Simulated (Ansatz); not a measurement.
# How Pb(110) screens a field, part 2 of 2

Aim: image plane and induced charge of Pb(110).

Ansatz 0.2.0; plane-wave DFT, PBE, Ansatz PAW (the session's first sound run).

So far. Step 8 (Atoms held, field -0.2 V/Å): The dipole is -0.229 e·Å. Step 9 (Single point, field 0.4 V/Å): The dipole is 0.460 e·Å.

## 10. The response

This step: plane-wave DFT, PBE, Ansatz PAW; screening of a field by a metal slab (Ansatz 0.2.0).

The dipoles give the slope, and the difference of two potentials shows where the field is screened.

This step gave:

```yaml
equivalent_conductor_thickness_p_eps_0ae: 11.97 Å
distance_between_the_outer_atoms: 8.750 Å
inner_field_over_outer_field: 0.006562
image_plane_upper_face: 1.607 Å
induced_electrons_on_the_upper_face_over_eps_0e: -0.9998
image_plane_lower_face: 1.607 Å
induced_electrons_on_the_lower_face_over_eps_0e: 0.9998
```

Dipole of the cell against applied field:

```csv
applied field (V/Å),dipole of the cell (e·Å)
-0.200,-0.229
-0.100,-0.115
-0.050,-0.0573
0.000,0
0.050,0.0573
0.100,0.115
0.200,0.229
0.400,0.460
```

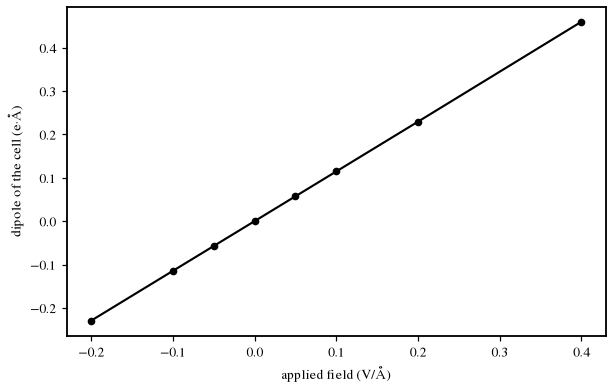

Dipole of the cell, plotted against applied field.

Local field over the applied field, running mean. From the potentials at -0.05 and 0.05 V/Å; running mean over 1.75 Å. Table of local field over applied field by z:

```csv
z (Å),local field over applied field
5,0.984
6,0.921
7,0.692
8,0.283
9,0.0397
10,-0.0154
11,-0.0217
12,0.00656
13,0.00621
14,0.00746
15,0.00137
16,-0.0250
17,-0.00703
18,0.0721
19,0.383
20,0.773
21,0.946
22,0.989
```

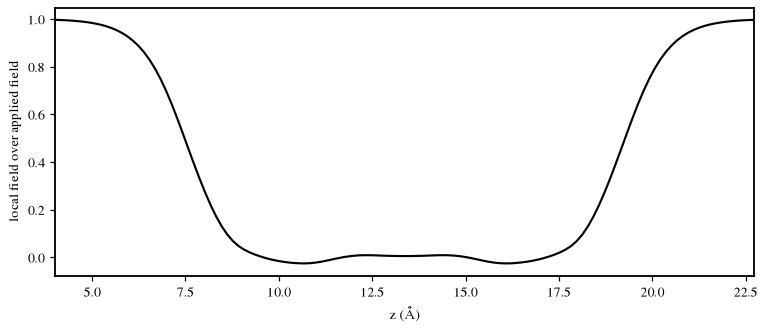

Local field over applied field against z.

The induced electron density oscillates, so the rows of the table below give means over windows of 1 Å about each position, cut where the curve ends. Its maxima inside the range that stand out by 2 % of the span (Å: e/Å³ per V/Å): 7.7: 0.00320, 10.0: 5.3e-4, 12.9: 1.0e-4, 15.6: 3.7e-4, 17.4: 1.8e-5. Its minima: 9.4: -1.8e-5, 11.1: -3.7e-4, 13.7: -1.0e-4, 16.8: -5.3e-4, 19.0: -0.00320.

Electrons, planar mean, per unit field. The induced electron density by z; means over each step:

```csv
z (Å),induced electron density (e/Å³ per V/Å)
5,1.2e-4
6,5.6e-4
7,0.00199
8,0.00246
9,3.0e-4
10,3.2e-4
11,-2.7e-4
12,-5.4e-5
13,6.2e-5
14,-7.0e-5
15,1.4e-4
16,1.3e-4
17,-2.6e-4
18,-6.4e-4
19,-0.00281
20,-0.00153
21,-3.9e-4
22,-8.2e-5
```

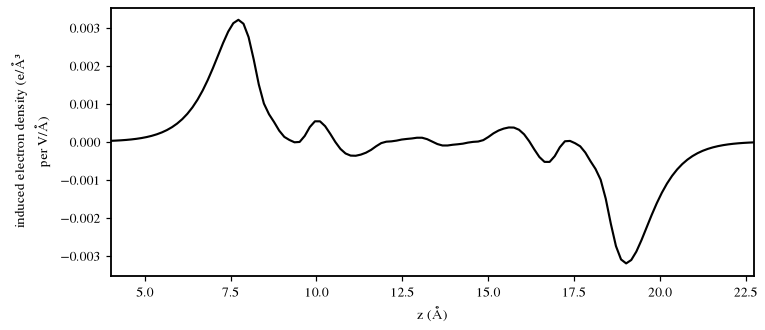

Induced electron density, plotted against z.

By hand: between -0.05 and 0.05 V/Å the dipole changes by 0.1146 e·Å, a slope of 1.146 e·Å²/V. A perfect conductor of thickness t has p = ε₀AEt, so t = 180.95 × 1.146 / 17.326 = 11.97 Å (e/ε₀ = 180.95 V·Å, A in Å²). Less the 8.75 Å between the outer atoms, and halved, that puts each image plane 1.61 Å out.

The induced dipole is that of a conductor 11.97 Å thick.

## 11. The same run with other settings: efield.ramp_width = 0.04

This step: plane-wave DFT, PBE, Ansatz PAW (Ansatz 0.2.0).

A run with a changed input: it repeats the earlier run at 0.05 V/Å with efield.ramp_width from 0.06 to 0.04.

input.yaml

```yaml
crystal:
  lattice:
    - [4.95, 0.0, 0.0]
    - [0.0, 3.5001785669, 0.0]
    - [0.0, 0.0, 26.7504464172]
  atoms:
    - { symbol: Pb, position: [0.5, 0.5, 0.3364429834] }
    - { symbol: Pb, position: [0.0, 0.0, 0.40186579] }
    - { symbol: Pb, position: [0.5, 0.5, 0.4672885967] }
    - { symbol: Pb, position: [0.0, 0.0, 0.5327114033] }
    - { symbol: Pb, position: [0.5, 0.5, 0.59813421] }
    - { symbol: Pb, position: [0.0, 0.0, 0.6635570166] }
kpoints:
  mp_grid: { grid: [10, 14, 1] }
hamiltonian:
  xc: pbe
scf:
  occupations: { method: fermi_dirac, width: 0.1 }
  convergence: { dr2_threshold: 1.0e-10 }
efield:
  axis: 3
  dipole_correction: true
  ramp_position: 0.97
  ramp_width: 0.04
  amplitude: 0.05
output:
  forces: true
  write_potential: true
  write_density: true
  volumetric_format: npy
```

Command:

```bash
$ ansatz run input.yaml --threads 2 --pin off --max-ram 3072MiB --backend cpu --events-out ev --progress --plain --runs-dir out
```

Numbers of over 12 decimals in the logs are rounded to 6 here.

The log of the run:

```text
[...]
Crystal: 6 atoms, lattice volume = 463.475 Å³
Basis set: ecut = 420 eV, 9055 PW (Γ), exchange–correlation on 72×48×360 points (8 copies of the dense FFT grid, shifted against one another)
Bands: 51, of which v1, the nominal top of the filled ones, is band 42 counted from 1 (41 counted from 0)
Symmetry: 4 space group operations
k-points: 48 of 140
[...]
SCF iter  11: F=-71437.729467 eV  HF=-71437.729467 eV  |F-HF|=5.82e-11  |Δ(HF+E_count)|=  2.62e-10  Δρ=5.61e-8  dr2=1.88e-11  ethr=1.00e-12  p=0.057 e·Å  D=2.24e-2 V/Å  ΔV_dip=-0.60 eV  dr2_dipole=4.67e-18  V_vac-E_F(+/−)=4.03/3.38 eV  ⟨swp⟩=7.6  Hψ=13625  notcnv=0
SCF 1 converged in 11 iterations: F = -71437.729467 eV  dr2 = 1.88e-11
[...]
SCF converged after 11 iterations
Free energy (F): -71437.729467 eV
[...]
Internal energy: -71437.617827 eV  (E = F + TS)
E sigma→0 (E₀):  -71437.673647 eV
Entropy (-TS):   -0.111640 eV (-18.607 meV/atom)
Fermi energy:    2.051408 eV
Dipole field:    D = 0.022374 V/Å  (p = 0.057307 e·Å, saw-weighted, corrected)
Work function:   not extracted (applied field tilts the vacuum); planar V_es + V_field profile in the machine report
[...]
--- Forces (eV/Å), atoms counted from 1 ---
  atom   1  Pb     0.00000000     0.00000000     0.19533769
  atom   2  Pb     0.00000000     0.00000000    -0.29857305
  atom   3  Pb     0.00000000     0.00000000    -0.05750847
  atom   4  Pb     0.00000000     0.00000000     0.05975720
  atom   5  Pb     0.00000000     0.00000000     0.29507916
  atom   6  Pb     0.00000000     0.00000000    -0.19409247
  max |Σ_I F_I| component: 6.05e-8 eV/Å
--- Band table (eV; the first three rows and the last of 48) ---
  k-point 0: bands = [... 38 lower, 0.5699, 1.0464, 1.6917, 1.7282, 2.9113, 3.4455, 3.6165, 4.4404, ... 5 higher]
  k-point 1: bands = [... 38 lower, 0.5992, 1.0736, 1.7568, 1.7698, 2.9661, 3.4750, 3.6661, 3.8158, ... 5 higher]
  k-point 2: bands = [... 38 lower, 0.6560, 1.1134, 1.8596, 1.9491, 2.6942, 3.0515, 3.5357, 3.6411, ... 5 higher]
  k-point 47: bands = [... 38 lower, -0.8700, -0.8698, 0.3375, 0.3383, 1.4743, 1.4755, 2.9117, 2.9135, ... 5 higher]
```

It took 2.5 min on 2 threads of Arm Neoverse N1, shared host; peak memory 1.1 GiB; 5.1 min of CPU time.

This step gave:

| Quantity | Value |
| --- | --- |
| energy at zero smearing | -71437.6736 eV |
| dipole along the normal | 0.05731 e·Å |

Force by atom:

```csv
atom,x (eV/Å),y (eV/Å),z (eV/Å),size
Pb1,0.000,0.000,0.195,0.195
Pb2,0.000,0.000,-0.299,0.299
Pb3,0.000,0.000,-0.058,0.058
Pb4,0.000,0.000,0.060,0.060
Pb5,0.000,0.000,0.295,0.295
Pb6,0.000,0.000,-0.194,0.194
```

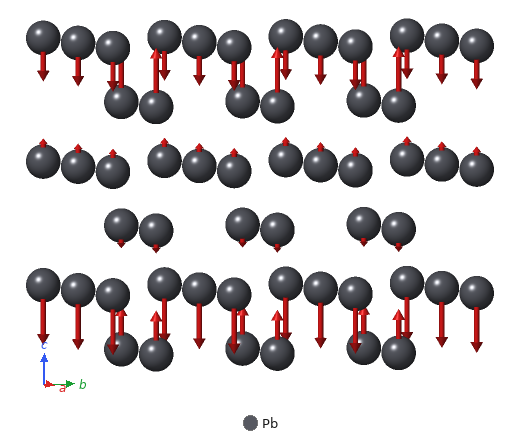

Force as arrows, the longest 0.299 eV/Å. 2×3×1 cells are drawn. Some periodic images of atoms are drawn too.

```csv
quantity,this run,earlier run,difference
dipole along the normal (e·Å),0.05731,0.05731,2.8e-7
```

The dipole moves by under 0.5 % or 5e-5 e·Å.

## 12. Varying the input: hamiltonian.xc = "rpbe"

This step: plane-wave DFT, PBE, Ansatz PAW, but for the change named below (Ansatz 0.2.0).

Another changed input: it repeats the earlier run at 0.05 V/Å with hamiltonian.xc from pbe to rpbe.

Edit input.yaml of step 11 so:

```diff
@@ -15,3 +15,3 @@
 hamiltonian:
-  xc: pbe
+  xc: rpbe
 scf:
@@ -23,3 +23,3 @@
   ramp_position: 0.97
-  ramp_width: 0.04
+  ramp_width: 0.06
   amplitude: 0.05
```

The log of the run:

```text
[...]
Crystal: 6 atoms, lattice volume = 463.475 Å³
Basis set: ecut = 420 eV, 9055 PW (Γ), exchange–correlation on 72×48×360 points (8 copies of the dense FFT grid, shifted against one another)
Bands: 51, of which v1, the nominal top of the filled ones, is band 42 counted from 1 (41 counted from 0)
Symmetry: 4 space group operations
k-points: 48 of 140
[...]
SCF iter  11: F=-71529.395028 eV  HF=-71529.395028 eV  |F-HF|=2.91e-11  |Δ(HF+E_count)|=  4.51e-10  Δρ=1.07e-7  dr2=8.31e-11  ethr=1.00e-12  p=0.057 e·Å  D=2.24e-2 V/Å  ΔV_dip=-0.60 eV  dr2_dipole=1.12e-13  V_vac-E_F(+/−)=3.89/3.27 eV  ⟨swp⟩=12.6  Hψ=15747  notcnv=0
SCF 1 converged in 11 iterations: F = -71529.395028 eV  dr2 = 8.31e-11
[...]
WARN: The output density's exchange-correlation potential varies sharply where the density is thin. Do not read a vacuum level from v_tot or v_xc, or from such a field of the output density. On a cell that repeats whose density bears no net charge and no dipole along the vacuum's axis use v_es (v_loc + v_h of the components); under efield.dipole_correction with no amplitude use v_es + v_field, which holds any externa [...]
SCF converged after 11 iterations
Free energy (F): -71529.395028 eV
[...]
Internal energy: -71529.283825 eV  (E = F + TS)
E sigma→0 (E₀):  -71529.339427 eV
Entropy (-TS):   -0.111203 eV (-18.534 meV/atom)
Fermi energy:    2.180682 eV
Dipole field:    D = 0.022431 V/Å  (p = 0.057454 e·Å, saw-weighted, corrected)
Work function:   not extracted (applied field tilts the vacuum); planar V_es + V_field profile in the machine report
[...]
--- Forces (eV/Å), atoms counted from 1 ---
  atom   1  Pb     0.00000000     0.00000000     0.05319806
  atom   2  Pb     0.00000000     0.00000000    -0.32898702
  atom   3  Pb     0.00000000     0.00000000    -0.05707080
  atom   4  Pb     0.00000000     0.00000000     0.05932690
  atom   5  Pb     0.00000000     0.00000000     0.32548798
  atom   6  Pb     0.00000000     0.00000000    -0.05195512
  max |Σ_I F_I| component: 2.05e-9 eV/Å
--- Band table (eV; the first three rows and the last of 48) ---
  k-point 0: bands = [... 38 lower, 0.6954, 1.1703, 1.8160, 1.8594, 3.0373, 3.5762, 3.7460, 4.5792, ... 5 higher]
  k-point 1: bands = [... 38 lower, 0.7248, 1.1980, 1.8812, 1.9007, 3.0928, 3.6054, 3.7959, 3.9486, ... 5 higher]
  k-point 2: bands = [... 38 lower, 0.7819, 1.2396, 1.9900, 2.0738, 2.8206, 3.1816, 3.6614, 3.7694, ... 5 higher]
  k-point 47: bands = [... 38 lower, -0.7472, -0.7470, 0.4617, 0.4625, 1.5981, 1.5994, 3.0422, 3.0440, ... 5 higher]
```

Run time: 2.3 min. Hardware: 2 threads; peak memory 1.1 GiB; 4.6 min of CPU time.

Numbers from this step:

* energy at zero smearing: -71529.3394 eV
* dipole along the normal: 0.05745 e·Å

Force by atom:

```csv
atom,x (eV/Å),y (eV/Å),z (eV/Å),size
Pb1,0.000,0.000,0.053,0.053
Pb2,0.000,0.000,-0.329,0.329
Pb3,0.000,0.000,-0.057,0.057
Pb4,0.000,0.000,0.059,0.059
Pb5,0.000,0.000,0.325,0.325
Pb6,0.000,0.000,-0.052,0.052
```

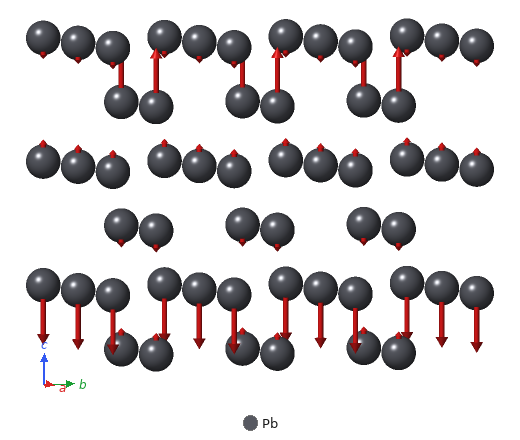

Force as arrows, the longest 0.329 eV/Å. 2×3×1 cells are drawn. Some periodic images of atoms are drawn too.

```csv
quantity,this run,earlier run,difference
dipole along the normal (e·Å),0.05745,0.05731,1.5e-4
```

The dipole moves by under 0.5 % or 5e-5 e·Å.

## 13. Results

| Item | Value |
| --- | --- |
| work function | 3.73 eV |
| image plane, upper face | 1.61 Å |
| induced electrons on the upper face over ε₀E | -1.000 |
| equivalent conductor thickness p/(ε₀AE) | 12.0 Å |
| inner field over outer field | 0.00656 |

**Reading.** The induced charge has its centre 1.61 Å outside the outermost atoms; this is the plane from which a capacitor's gap or an image potential counts. The equivalent conductor thickness exceeds the distance between the outer atoms by 3.22 Å, about the sum of the two image-plane distances. In the middle of the slab the field is screened to under 2 % of its outer value. The atoms are held at bulk positions with the tabulated experimental lattice constant.

[Logs are printed without paths, hosts, clocks, repeated set-up lines and the standing remarks that a program may print on its own settings, such as how far it seeks lower states.]

[Hosts, paths, dates, database ids (printed as entryN), source tags and the programs' standing remarks are cut or masked in the printed files.]

[Maps of the electrostatic potential energy from Ansatz leave out the sawtooth potential of an applied field or a dipole correction, so their vacuum need not be flat; planar profiles and work functions include it.]
